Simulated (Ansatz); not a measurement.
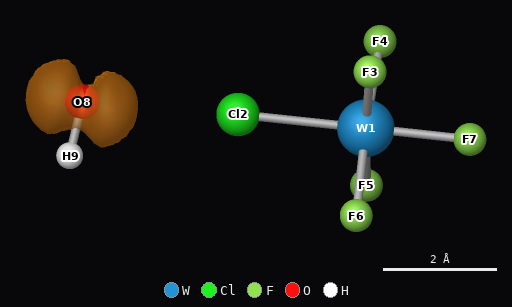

Figure 1: ClF₅W···OH (doublet). Isosurface of the spin density at +0.1 e/Å³ (orange), seen across its widest extent.

Core potentials replace the inner electrons of W.

Computed with Ansatz 0.2.0, UKS PBE/def2-SVP.

```xyz
9

W     0.0068    0.0101   -0.0402
Cl    0.0159    0.0213    2.2549
F     1.8701    0.0089   -0.0907
F     0.0055    1.8730   -0.0900
F    -1.8580    0.0070   -0.0791
F     0.0051   -1.8550   -0.0758
F    -0.0019   -0.0014   -1.9109
O    -0.0125   -0.0208    5.0444
H    -0.5455   -0.8442    5.1745
```

### Where is the unpaired spin?

The unpaired spin (1 electron) lies mostly on O8 (about 0.9), in electrons by Hirshfeld's partition.
